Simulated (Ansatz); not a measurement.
# CH3Al (SMILES C[Al]): levels of theory compared

We compute a comparison of 6 runs (HF/STO-3G, HF/3-21G, HF/def2-SVP, r2SCAN/6-31G, B3LYP/6-31G*, BLYP/aug-cc-pVDZ) of CH3Al. 

Program for the calculation: Ansatz 0.2.0.

10 further runs of the same task are left out: 1 for a known fault of the program, 1 that didn't finish, 8 set aside as unsound or not needed. Runs told in other sessions of the task aren't counted.

### Step 1. Starting point

CH3Al has 5 atoms, charge 0, and is taken as a singlet. SMILES: `C[Al]`. Geometry: relaxed at PBE0-D4/def2-TZVP.

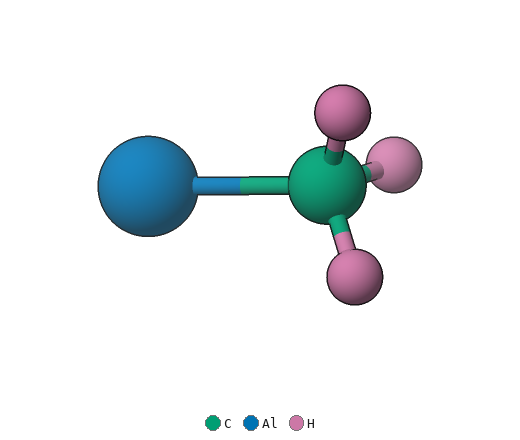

Viewed from a chosen angle; carbon teal, aluminium blue, hydrogen pink.

### Step 2. Energy and forces at HF/STO-3G (run 1)

in.yaml

```yaml
crystal:
  periodic: [false, false, false]
  atoms:
    - {symbol: C, position_ang: [-0.131220, -0.057510, 0.054000]}
    - {symbol: Al, position_ang: [1.572690, 0.689240, -0.647230]}
    - {symbol: H, position_ang: [-0.230740, -1.127460, -0.171770]}
    - {symbol: H, position_ang: [-0.205100, 0.049890, 1.144270]}
    - {symbol: H, position_ang: [-1.005630, 0.445840, -0.379270]}
basis:
  gaussian:
    orbitals: STO-3G
hamiltonian:
  xc: hf
accuracy: high
output:
  forces: true
  orbitals: {seedname: orbitals}
```

Launch:

```
ansatz run in.yaml --threads 1 --pin off --max-ram 3480MiB --events-out events.jsonl --progress --plain --runs-dir runs
```

Standard output:

```text
Warning: RAYON_NUM_THREADS=1 ignored (pool sized by the plan → 1); use --threads N
Functional definition: HF
  name "HF"
  exchange = exact_x
  correlation = 0
287 factors; integrals over basis functions are off by at most 7.0e-9 eV
mean field evaluation 1: about -7567.1532 eV, gradient 1.2e1 eV
mean field evaluation 2: about -7567.2005 eV, gradient 1.2e1 eV
mean field evaluation 4: about -7567.7865 eV, gradient 8.0e-1 eV
mean field evaluation 8: about -7567.7891 eV, gradient 4.1e-6 eV
mean field -7567.78912624 eV, -278.1111207574 hartree, gradient 6.9e-9 eV, S^2 0.000000; 0 other end points of the search recorded, 0 dependent functions left out
the calculation of the forces begins
reference -7567.78912624 eV, -278.1111207574 hartree; 11, 11 occupied and 6, 6 virtual orbitals, 287 factors
Total energy: -7567.78912624 eV, -278.1111207574 hartree
Atom 0 at    -0.131220    -0.057510     0.054000 Å, force     0.066819     0.029452    -0.027455 eV/Å
Atom 1 at     1.572690     0.689240    -0.647230 Å, force    -0.250252    -0.109689     0.102986 eV/Å
Atom 2 at    -0.230740    -1.127460    -0.171770 Å, force    -0.085033     0.563320     0.191079 eV/Å
Atom 3 at    -0.205100     0.049890     1.144270 Å, force    -0.100070    -0.125653    -0.579222 eV/Å
Atom 4 at    -1.005630     0.445840    -0.379270 Å, force     0.368536    -0.357429     0.312612 eV/Å
Dipole moment:     0.285555     0.125146    -0.117518 e Å
```

It took 0.16 s on 1 thread of Arm Neoverse V2, shared host.

### Step 3. Energy and gradient at HF/3-21G (run 2)

job.yaml

```yaml
crystal:
  periodic: [false, false, false]
  atoms:
    - {symbol: C, position_ang: [-0.131220, -0.057510, 0.054000]}
    - {symbol: Al, position_ang: [1.572690, 0.689240, -0.647230]}
    - {symbol: H, position_ang: [-0.230740, -1.127460, -0.171770]}
    - {symbol: H, position_ang: [-0.205100, 0.049890, 1.144270]}
    - {symbol: H, position_ang: [-1.005630, 0.445840, -0.379270]}
basis:
  gaussian:
    orbitals: 3-21G.json
magnetization:
  spin_polarized: false
hamiltonian:
  xc: hf
accuracy: high
output:
  forces: true
  orbitals: {seedname: orbitals}
```

The basis set 3-21G is read from a file made from the Basis Set Exchange's data (not shown).

Launch:

```
ansatz run job.yaml --threads 1 --pin off --max-ram 3480MiB --events-out events.jsonl --progress --plain --runs-dir runs
```

Standard output (excerpt; [...] marks lines left out):

```text
Warning: RAYON_NUM_THREADS=1 ignored (pool sized by the plan → 1); use --threads N
[... 2 set-up lines as earlier in the session ...]
[...]
621 factors; integrals over basis functions are off by at most 3.2e-9 eV
[...]
mean field -7618.29315482 eV, -279.9671095751 hartree, gradient 1.7e-8 eV, S^2 0.000000; 0 other end points of the search recorded, 0 dependent functions left out
[...]
reference -7618.29315482 eV, -279.9671095751 hartree; 11, 11 occupied and 17, 17 virtual orbitals, 621 factors
Total energy: -7618.29315482 eV, -279.9671095751 hartree
Atom 0 at    -0.131220    -0.057510     0.054000 Å, force    -0.630941    -0.276394     0.259691 eV/Å
Atom 1 at     1.572690     0.689240    -0.647230 Å, force     0.481180     0.210871    -0.198029 eV/Å
Atom 2 at    -0.230740    -1.127460    -0.171770 Å, force     0.002960     0.194187     0.048912 eV/Å
Atom 3 at    -0.205100     0.049890     1.144270 Å, force    -0.001884    -0.027096    -0.198566 eV/Å
Atom 4 at    -1.005630     0.445840    -0.379270 Å, force     0.148686    -0.101569     0.087993 eV/Å
Dipole moment:    -0.199881    -0.087602     0.082259 e Å
```

Run time: 0.26 s. Hardware: 1 thread of Arm Neoverse V2, shared host.

Run 3 isn't shown in full; the table further down has it.

### Step 4. Energy and forces at r2SCAN/6-31G (run 4)

Edit job.yaml of step 3 so:

```diff
@@ -1 +1,4 @@
+basis:
+  gaussian:
+    orbitals: 6-31G
 crystal:
@@ -8,12 +11,5 @@
     - {symbol: H, position_ang: [-1.005630, 0.445840, -0.379270]}
-basis:
-  gaussian:
-    orbitals: 3-21G.json
-magnetization:
-  spin_polarized: false
+output: {forces: true, orbitals: {seedname: orbitals}}
 hamiltonian:
-  xc: hf
+  xc: {name: r2SCAN}
 accuracy: high
-output:
-  forces: true
-  orbitals: {seedname: orbitals}
```

Launch:

```
ansatz run job.yaml --threads 1 --pin off --max-ram 3480MiB --events-out events.jsonl --progress --plain --runs-dir runs
```

Standard output (excerpt; [...] marks lines left out):

```text
Warning: RAYON_NUM_THREADS=1 ignored (pool sized by the plan → 1); use --threads N
Functional definition: r2SCAN
  name "r2SCAN"
[...]
676 factors; integrals over basis functions are off by at most 3.6e-9 eV
[...]
mean field -7679.41620504 eV, -282.2133402399 hartree, gradient 3.7e-8 eV, S^2 0.000000; 0 other end points of the search recorded, 0 dependent functions left out
[...]
reference -7679.41620564 eV, -282.2133402622 hartree; 11, 11 occupied and 17, 17 virtual orbitals, 676 factors
Total energy: -7679.41620564 eV, -282.2133402622 hartree
Atom 0 at    -0.131220    -0.057510     0.054000 Å, force    -0.125182    -0.054728     0.051553 eV/Å
Atom 1 at     1.572690     0.689240    -0.647230 Å, force     0.282498     0.123801    -0.116262 eV/Å
Atom 2 at    -0.230740    -1.127460    -0.171770 Å, force    -0.015574    -0.158453    -0.032997 eV/Å
Atom 3 at    -0.205100     0.049890     1.144270 Å, force    -0.011801     0.015474     0.161272 eV/Å
Atom 4 at    -1.005630     0.445840    -0.379270 Å, force    -0.129940     0.073906    -0.063566 eV/Å
Dipole moment:    -0.214414    -0.093970     0.088240 e Å
```

Run time: 3.6 s. Hardware: 1 thread of Arm Neoverse V2, shared host.

Run 5 isn't shown in full; the table further down has it.

### Step 5. Energy and gradient at BLYP/aug-cc-pVDZ (run 6)

Edit in.yaml of step 2 so:

```diff
@@ -9,9 +9,5 @@
 basis:
-  gaussian:
-    orbitals: STO-3G
-hamiltonian:
-  xc: hf
+  gaussian: {orbitals: aug-cc-pVDZ}
+hamiltonian: {xc: {name: BLYP}}
 accuracy: high
-output:
-  forces: true
-  orbitals: {seedname: orbitals}
+output: {forces: true, orbitals: {seedname: orbitals}}
```

Launch:

```
ansatz run in.yaml --threads 1 --pin off --max-ram 3480MiB --events-out events.jsonl --progress --plain --runs-dir runs
```

Standard output (excerpt; [...] marks lines left out):

```text
Warning: RAYON_NUM_THREADS=1 ignored (pool sized by the plan → 1); use --threads N
Functional definition: BLYP
  name "BLYP"
[...]
1483 factors; integrals over basis functions are off by at most 3.4e-9 eV
[...]
mean field -7681.36210955 eV, -282.2848509116 hartree, gradient 1.2e-8 eV, S^2 0.000000; 0 other end points of the search recorded, 0 dependent functions left out
[...]
reference -7681.36215609 eV, -282.2848526219 hartree; 11, 11 occupied and 66, 66 virtual orbitals, 1483 factors
Total energy: -7681.36215609 eV, -282.2848526219 hartree
Atom 0 at    -0.131220    -0.057510     0.054000 Å, force     0.061945     0.027262    -0.025463 eV/Å
Atom 1 at     1.572690     0.689240    -0.647230 Å, force     0.448167     0.196407    -0.184441 eV/Å
Atom 2 at    -0.230740    -1.127460    -0.171770 Å, force    -0.063780    -0.464733    -0.087265 eV/Å
Atom 3 at    -0.205100     0.049890     1.144270 Å, force    -0.052881     0.036308     0.472665 eV/Å
Atom 4 at    -1.005630     0.445840    -0.379270 Å, force    -0.393451     0.204756    -0.175495 eV/Å
Dipole moment:    -0.100898    -0.044221     0.041523 e Å
```

Run time: 6.3 s. Hardware: 1 thread of Arm Neoverse V2, shared host.

### Step 6. The series

```csv
run,level,Cartesian functions,energy (Eh),dipole moment (D),HOMO energy (eV),LUMO energy (eV),wall time
1,HF/STO-3G,no,-278.111121,1.60,-3.92,9.91,0.16 s
2,HF/3-21G,no,-279.967110,1.12,-7.46,1.35,0.26 s
3,HF/def2-SVP,no,-281.394506,0.98,-7.57,1.40,0.66 s
4,r2SCAN/6-31G,no,-282.213340,1.20,-4.68,-1.91,3.6 s
5,B3LYP/6-31G* (Cartesian functions),yes,-282.313935,0.95,-5.27,-1.44,2.2 s
6,BLYP/aug-cc-pVDZ,no,-282.284853,0.57,-4.57,-2.02,6.3 s
```

### Step 7. What came out

```
                       quantity          value
            run 6: total energy  -282.28485 Eh
           run 6: dipole moment         0.57 D
             run 6: HOMO energy       -4.57 eV
             run 6: LUMO energy       -2.02 eV
           run 6: HOMO–LUMO gap        2.55 eV
run 6: largest force on an atom     0.523 eV/Å
```

What this shows: The dipole moment (its size) runs from 0.57 D (BLYP/aug-cc-pVDZ) to 1.60 D (HF/STO-3G). The two ends differ in method and basis. The two dipoles point in opposite directions. The HOMO–LUMO gap runs from 2.55 eV (BLYP/aug-cc-pVDZ) to 13.83 eV (HF/STO-3G). Totals of different functionals can't be ranked against each other. In run 1 the basis is minimal, so the values are rough. All runs together took 13 s, the longest 6.3 s.
